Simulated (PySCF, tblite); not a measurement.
# C₅H₇OS radical: geometry, infrared bands and EPR parameters

Aim: predict the infrared bands and EPR parameters of C₅H₇OS radical (`SC[C]1CC=CO1`).

The runs use tblite 0.8.0 and PySCF 2.14.0, with density-fitted response routines of our own; the level of theory stands in each step. All values are computed, except where a source is named. Atoms are numbered from 0 throughout.

## 1. The molecule as given

14 atoms, charge 0, multiplicity 2; geometry from: force field or distance geometry start.

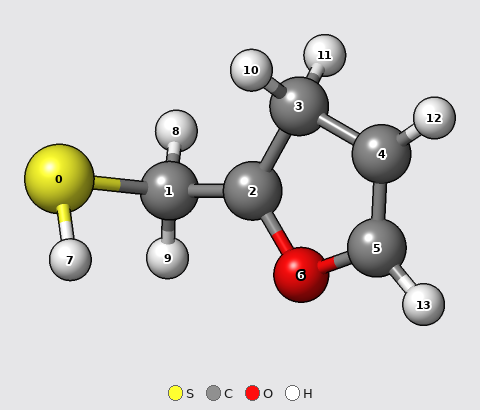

The starting geometry (sulfur yellow, carbon grey, oxygen red, hydrogen white), atoms numbered.

## 2. Optimising the geometry with GFN2-xTB

The job: settings as JSON, then the geometry in Å.

```
{"job": {"kind": "relax", "xc": "GFN2-xTB", "basis": "xTB"}, "charge": 0, "multiplicity": 2}
S     -2.676400    -0.719600    -0.722400
C     -1.386700    -1.072500     0.470500
C     -0.218000    -0.194600     0.255100
C      0.854200    -0.343200    -0.771700
C      1.763400     0.777200    -0.385100
C      1.231100     1.415400     0.651500
O      0.041100     0.880300     1.091200
H     -2.851400     0.569700    -0.360800
H     -1.079900    -2.128800     0.386300
H     -1.789900    -0.935200     1.491500
H      0.472600    -0.234300    -1.783200
H      1.359100    -1.316700    -0.658800
H      2.681300     1.031200    -0.882300
H      1.598900     2.270600     1.196000
```

Launch:

```console
$ OMP_NUM_THREADS=1 python probes_run.py task.json out
```

One launch serves the whole session: the jobs run in the order shown.

Log:

```text
step      E/eV     max force
  0    -585.10532    2.163
  1    -585.20550    1.133
  2    -585.25639    0.620
  3    -585.27543    0.398
  4    -585.28483    0.292
  5    -585.29225    0.199
  6    -585.29727    0.188
  7    -585.30317    0.168
  8    -585.30686    0.135
  9    -585.30938    0.125
 10    -585.31192    0.106
 11    -585.31464    0.138
 12    -585.31658    0.121
 13    -585.31804    0.101
 14    -585.31941    0.106
 15    -585.32079    0.102
 16    -585.32186    0.095
 17    -585.32256    0.076
 18    -585.32317    0.057
 19    -585.32401    0.090
 20    -585.32521    0.105
 21    -585.32652    0.082
 22    -585.32766    0.080
 23    -585.32877    0.075
 24    -585.33029    0.126
 25    -585.33244    0.146
 26    -585.33482    0.132
 27    -585.33672    0.123
 28    -585.33786    0.073
 29    -585.33852    0.061
 30    -585.33901    0.049
 31    -585.33936    0.051
 32    -585.33966    0.048
 33    -585.33997    0.058
 34    -585.34029    0.046
 35    -585.34054    0.050
 36    -585.34075    0.055
 37    -585.34098    0.055
 38    -585.34127    0.053
 39    -585.34165    0.059
 40    -585.34200    0.045
 41    -585.34226    0.035
 42    -585.34244    0.035
 43    -585.34258    0.034
 44    -585.34275    0.034
 45    -585.34298    0.045
 46    -585.34324    0.053
 47    -585.34345    0.043
 48    -585.34356    0.020
 49    -585.34362    0.020
 50    -585.34368    0.022
 51    -585.34376    0.029
 52    -585.34386    0.027
 53    -585.34397    0.024
 54    -585.34407    0.028
 55    -585.34416    0.024
 56    -585.34424    0.021
 57    -585.34429    0.017
 58    -585.34435    0.021
 59    -585.34440    0.024
 60    -585.34446    0.018
 61    -585.34449    0.013
 62    -585.34451    0.006
```

Wall time 0.21 s (1 thread of AMD EPYC 9B45, shared host).

Step by step: (not every step is listed)

```csv
step,energy from step 0 (eV),largest force (eV/Å)
0,0.0000,2.1628
1,-0.1002,1.1334
2,-0.1511,0.6200
3,-0.1701,0.3985
4,-0.1795,0.2922
5,-0.1869,0.1988
6,-0.1920,0.1878
7,-0.1979,0.1679
8,-0.2015,0.1350
12,-0.2113,0.1209
16,-0.2165,0.0949
20,-0.2199,0.1053
24,-0.2250,0.1256
28,-0.2325,0.0732
32,-0.2343,0.0478
36,-0.2354,0.0554
40,-0.2367,0.0450
44,-0.2374,0.0339
48,-0.2382,0.0197
52,-0.2385,0.0273
56,-0.2389,0.0213
57,-0.2390,0.0167
58,-0.2390,0.0206
59,-0.2391,0.0237
60,-0.2391,0.0181
61,-0.2392,0.0129
62,-0.2392,0.0064
```

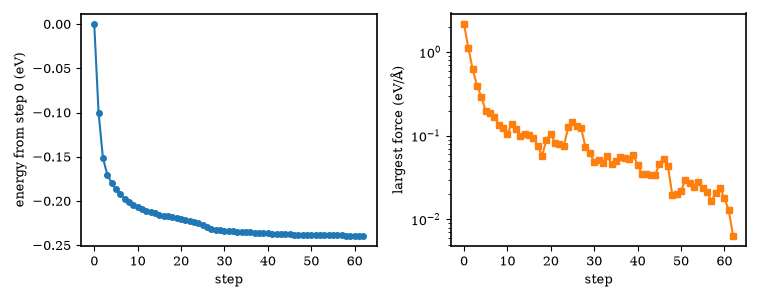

Energy and force, step by step.

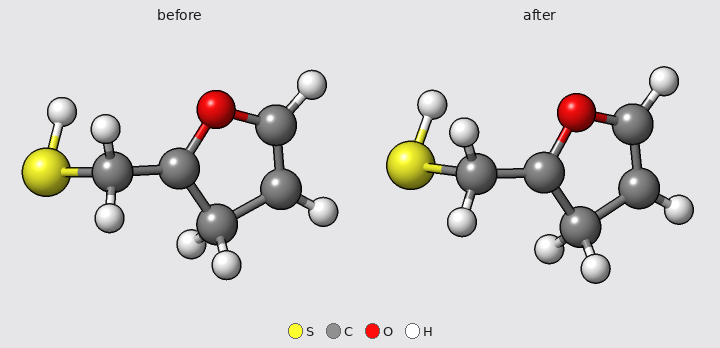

The geometry before (left) and after (right).

Distances of close pairs at the start and the end, largest changes first:

| bond | before (Å) | after (Å) | change (Å) |
| --- | --- | --- | --- |
| S0–C1 | 1.792 | 1.965 | +0.173 |
| C1–C2 | 1.477 | 1.427 | -0.050 |
| S0–H7 | 1.350 | 1.328 | -0.022 |
| C1–H9 | 1.106 | 1.085 | -0.022 |
| C5–O6 | 1.377 | 1.357 | -0.020 |
| C2–O6 | 1.386 | 1.367 | -0.019 |
| C1–H8 | 1.103 | 1.084 | -0.019 |
| C3–H10 | 1.087 | 1.099 | +0.013 |

The final coordinates are the input of the step that follows.

## 3. Infrared spectrum with GFN2-xTB

The job: settings as JSON, then the geometry in Å.

```
{"job": {"kind": "ir", "xc": "GFN2-xTB", "basis": "xTB"}, "charge": 0, "multiplicity": 2}
S     -2.668047    -0.470638    -0.770521
C     -1.311981    -1.100762     0.504668
C     -0.098771    -0.356869     0.397848
C      0.926857    -0.437049    -0.688458
C      1.706801     0.813341    -0.421238
C      1.145135     1.444568     0.611975
O      0.063304     0.796884     1.112432
H     -2.724992     0.748015    -0.245749
H     -1.213433    -2.136261     0.198197
H     -1.805240    -1.001261     1.465478
H      0.467225    -0.445644    -1.686988
H      1.542428    -1.343176    -0.621502
H      2.563511     1.125900    -0.981825
H      1.406525     2.362479     1.103518
```

Log:

```text
mode    cm-1     km/mol
  1      80.7      2.55
  2      83.8      2.67
  3     193.7     31.84
  4     221.6     10.76
  5     314.8     14.79
  6     376.4     36.84
  7     423.6     66.93
  8     506.0      1.75
  9     623.5      3.73
 10     710.6     13.17
 11     747.7     10.62
 12     815.6      2.00
 13     816.3      4.18
 14     860.6     32.79
 15     882.6      3.99
 16     915.8      0.35
 17    1004.0     41.23
 18    1051.2      0.11
 19    1060.7     10.47
 20    1083.4     12.44
 21    1126.0     61.43
 22    1144.1      7.69
 23    1215.7     31.81
 24    1228.8     24.04
 25    1288.5     49.68
 26    1355.6      1.12
 27    1424.4      5.57
 28    1432.7      9.34
 29    1605.2     28.96
 30    2464.9    125.68
 31    2841.3     12.07
 32    2897.1     30.28
 33    3033.7      1.74
 34    3051.8      4.44
 35    3154.3      6.04
 36    3185.3     11.87
```

Wall time 0.24 s (1 thread of AMD EPYC 9B45, shared host).

The strongest bands and the atoms that carry them (share of the mass-weighted mode):

```
cm⁻¹  km/mol                                atoms
 194    31.8                              H7 90 %
 376    36.8            C1 25 %, C2 21 %, S0 19 %
 424    66.9                     C1 46 %, C2 19 %
 861    32.8            C3 35 %, O6 28 %, C1 11 %
1004    41.2          H12 34 %, C3 17 %, H10 12 %
1126    61.4  H13 38 %, O6 18 %, H9 16 %, C5 11 %
1288    49.7           C2 28 %, H13 15 %, C4 11 %
2465   125.7                              H7 97 %
```

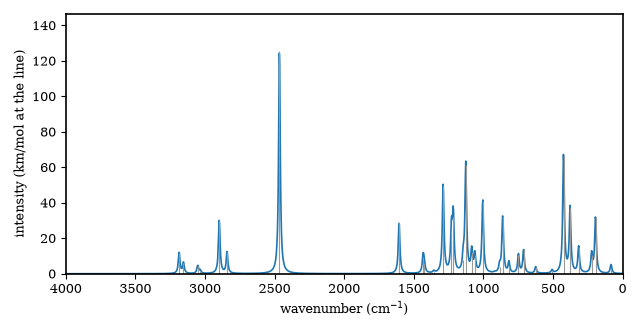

The infrared spectrum from these modes, unscaled. Lines are broadened to a width of 14 cm⁻¹ (Lorentzian).

## 4. g tensor and hyperfine couplings: B3LYP/pcH-1

The job, as its differences from that of step 3:

```diff
@@ -1,2 +1,2 @@
-{"job": {"kind": "ir", "xc": "GFN2-xTB", "basis": "xTB"}, "charge": 0, "multiplicity": 2}
+{"job": {"kind": "epr", "basis": "pcH-1"}, "charge": 0, "multiplicity": 2}
 S     -2.668047    -0.470638    -0.770521
```

Method: UKS B3LYP, pcH-1 on C H O S, non-relativistic, mean-field spin-orbit, GIAO.

Log:

```text
UKS, coarse grid
  cycle   1  E = -668.03873547  |g| = 3.88e-01
  cycle   2  E = -668.00157028  |g| = 5.18e-01
  cycle   3  E = -668.09965846  |g| = 8.97e-02
  cycle   4  E = -668.10214061  |g| = 4.10e-02
  cycle   5  E = -668.10281224  |g| = 1.64e-02
  cycle   6  E = -668.10293968  |g| = 6.76e-03
  cycle   7  E = -668.10296827  |g| = 1.76e-03
  cycle   8  E = -668.10297003  |g| = 1.11e-03
  cycle   9  E = -668.10296996  |g| = 3.48e-04
UKS, final grid
  cycle   1  E = -668.10293229  |g| = 5.06e-04
  cycle   2  E = -668.10293212  |g| = 8.04e-04
  cycle   3  E = -668.10293243  |g| = 7.46e-05
  cycle   4  E = -668.10293244  |g| = 4.81e-05
  cycle   5  E = -668.10293244  |g| = 3.67e-05
  cycle   6  E = -668.10293245  |g| = 8.96e-06
E = -668.10293245 Eh   <S^2> = 0.7572 (exact 0.7500)
g shifts (ppm)      1          2          3
  rmc          -202       -202       -202
  gc             -9         31         30
  oz_so          46       1846       5110
  total        -165       1675       4938
hyperfine (MHz)  atom isotope    a_iso     a_fc   dipolar eigenvalues
    0   33S      22.89      22.79    -21.25    -20.06     41.31
    1   13C       5.54       5.57     -6.72      1.32      5.40
    2   13C      92.02      91.98    -67.48    -66.12    133.60
    3   13C     -29.34     -29.36     -1.61     -0.08      1.68
    4   13C       7.81       7.82     -7.20     -4.37     11.57
    5   13C      -7.29      -7.29     -6.95      2.13      4.81
    6   17O     -17.60     -17.63    -44.57     21.21     23.36
    7    1H      -6.89      -6.99     -6.48      1.09      5.39
    8    1H      27.21      27.23     -5.39     -2.43      7.82
    9    1H      15.75      15.76     -5.08     -2.59      7.67
   10    1H     128.71     128.71     -3.93     -1.93      5.86
   11    1H     122.83     122.82     -4.10     -3.51      7.62
   12    1H      -6.33      -6.33     -4.08     -1.38      5.46
   13    1H       0.30       0.30     -2.39     -1.55      3.94
```

Run time: 33 s. Hardware: 1 thread of AMD EPYC 9B45, shared host; peak memory 0.95 GiB.

Principal g values 2.00215, 2.00399, 2.00726; g(iso) = 2.00447, against 2.00232 for a free electron.

Hyperfine couplings; where a row names several nuclei, a(iso) is their mean (it holds for fast rotation or exchange) and the dipolar term the largest among them:

```
  nuclei  isotope  a(iso) (MHz)  a(iso) (G, at g = 2.0023)  largest dipolar term (MHz)
H10, H11       1H         125.8                       44.9                         7.6
      C2      13C          92.0                       32.8                       133.6
      C3      13C         -29.3                      -10.5                         1.7
      S0      33S          22.9                        8.2                        41.3
  H8, H9       1H          21.5                        7.7                         7.8
      O6      17O         -17.6                       -6.3                       -44.6
      C4      13C           7.8                        2.8                        11.6
      C5      13C          -7.3                       -2.6                        -6.9
      H7       1H          -6.9                       -2.5                        -6.5
     H12       1H          -6.3                       -2.3                         5.5
      C1      13C           5.5                        2.0                        -6.7
     H13       1H           0.3                        0.1                         3.9
```

Mulliken spin populations:

S0 0.20; C1 -0.08; C2 0.73; C3 -0.08; C4 0.08; C5 -0.04; O6 0.08; H7 -0.01; H8 0.01; H9 0.01; H10 0.06; H11 0.05; H12 0.00; H13 0.00

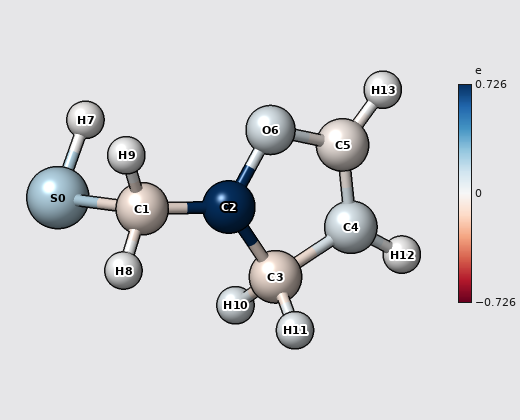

Mulliken spin populations, as colours on the atoms.

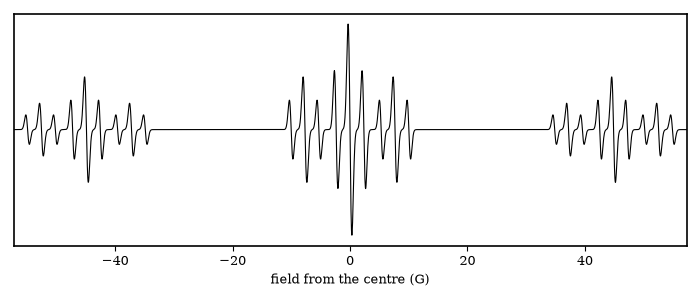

First-order isotropic spectrum (first derivative, main isotopes with spin only, couplings over 0.8 MHz, Gaussian width 0.3 G; couplings of the frozen geometry, rotation of groups not averaged beyond the rows shown).

Orbitals, density, ELF and potential are computed afterwards from the orbital file.

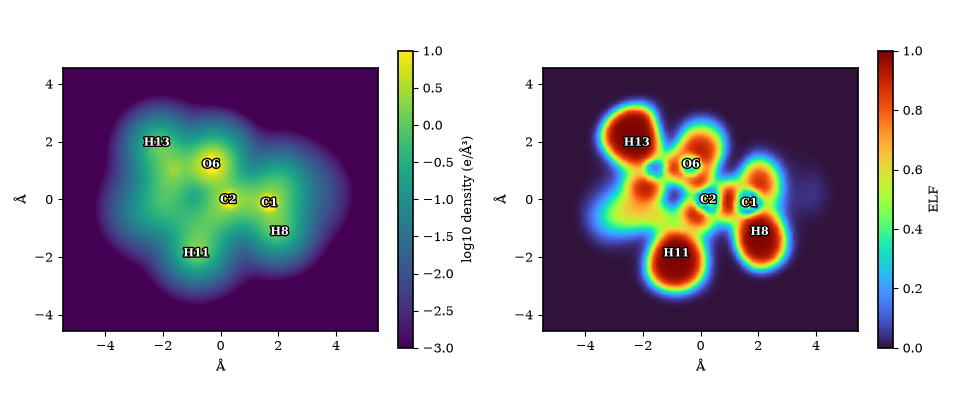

Density (left) and ELF (right) in a plane through or near 6 of the atoms.

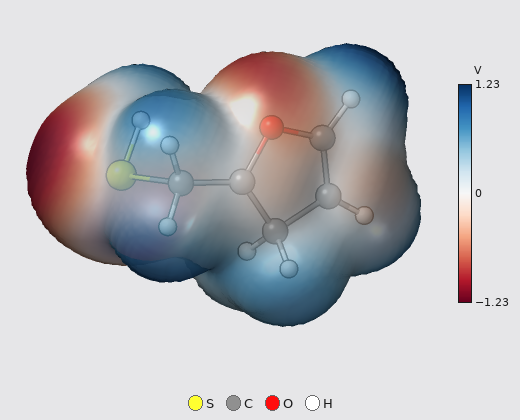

The potential that a unit positive charge feels on the 0.002 e/bohr³ surface, from -1.14 V near S0 to 1.23 V near H13.

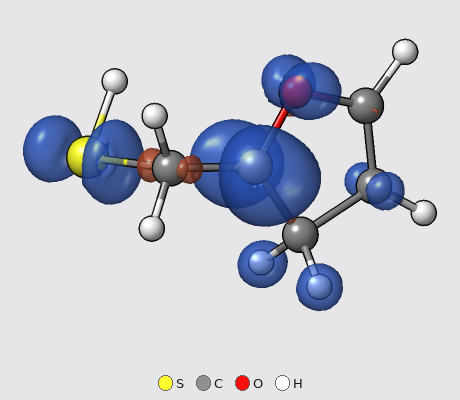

Spin density at ±0.04 e/Å³ (alpha excess blue, beta excess red).

## 5. Results

| quantity | value |
| --- | --- |
| strongest single infrared mode (GFN2-xTB) | 2465 cm⁻¹, 126 km/mol |
| zero-point energy (GFN2-xTB) | 64.6 kcal/mol |
| g(iso) (B3LYP) | 2.00447 |
| ⟨S²⟩ | 0.757 (exact 0.75) |
| largest a(iso) (averaged by class) | 1H on H10, H11, 125.8 MHz |
| potential on the surface of density 0.002 e/bohr³, 1st and 99th percentile | -1.14 V and 1.23 V |

Over 62 steps the energy fell by 0.239 eV; of the close pairs, S0–C1 changed most, 1.792 to 1.965 Å. No mode is imaginary among the 36: a minimum at this level. The strongest single mode, at 2465 cm⁻¹, moves mainly H7. Unscaled tight-binding wavenumbers are off by several per cent, some by more. Its intensities can rank the bands wrongly. C2 carries the largest spin population, 0.73 e. The isotropic g lies 2.1 ppt above the free-electron value. These values are for one conformer; the search (at its own cheap level) found 2 more, at 1.04, 1.85 kcal/mol, and measured spectra average over such forms.
